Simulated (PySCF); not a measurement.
```
atom    x (Å)    y (Å)    z (Å)
   C  -0.7781   2.0265  -0.2234
   C  -0.7640   0.7896   0.2334
   C  -0.5019  -0.4205  -0.6141
   C  -1.6971  -1.3709  -0.5948
   O   0.6215  -1.1284  -0.1352
  Si   2.1140  -0.6649   0.2482
   C   2.1237   0.5740   1.6575
   N   2.1291   1.3290   2.5194
   H  -0.9591   2.8675   0.4230
   H  -0.6153   2.2488  -1.2658
   H  -0.9187   0.5778   1.2823
   H  -0.2938  -0.1078  -1.6475
   H  -1.4792  -2.2509  -1.1946
   H  -2.5744  -0.8704  -0.9955
   H  -1.8992  -1.6864   0.4259
   H   2.6694  -1.9259   0.7085
   H   2.8160   0.0250  -0.8372
```

Geometry: GFN2-xTB.

All numbers below come from CAM-B3LYP/def2-SVPD, SCF density, gas phase (PySCF).

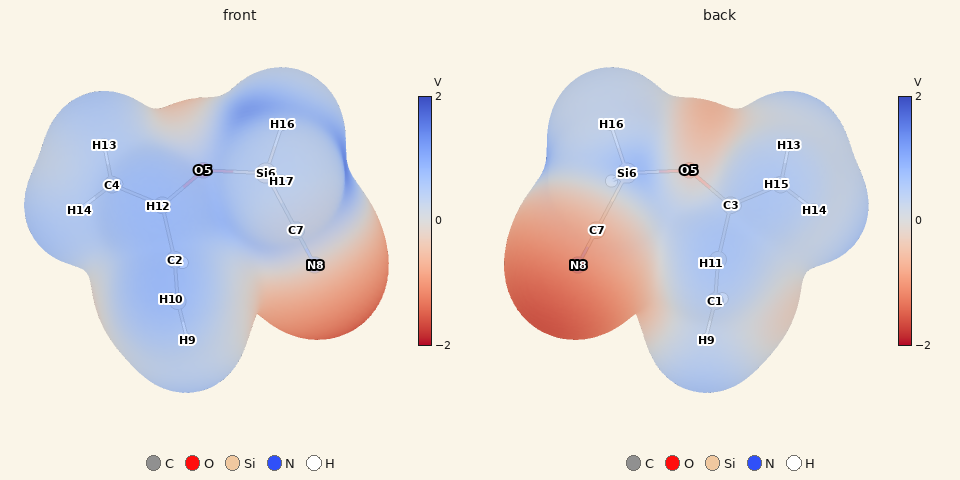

C5H9NOSi (SMILES C=C[C@H](C)O[SiH2]C#N). The electrostatic potential painted on the density surface at 0.001 e/bohr³, seen from the front and from behind; red is negative and blue positive.

> Which sites attract a positive test charge, and which a negative one?

A positive charge is drawn to the negative regions and a negative charge to the positive ones. The most negative region (about −1.6 V, or −37 kcal/mol for a unit charge) lies over N8, the most positive (about +1.3 V, or +30 kcal/mol for a unit charge) over Si6. N8 is the likeliest acceptor of a hydrogen bond.

> How polar is the molecule by this calculation?

Its dipole moment is 3.52 D.
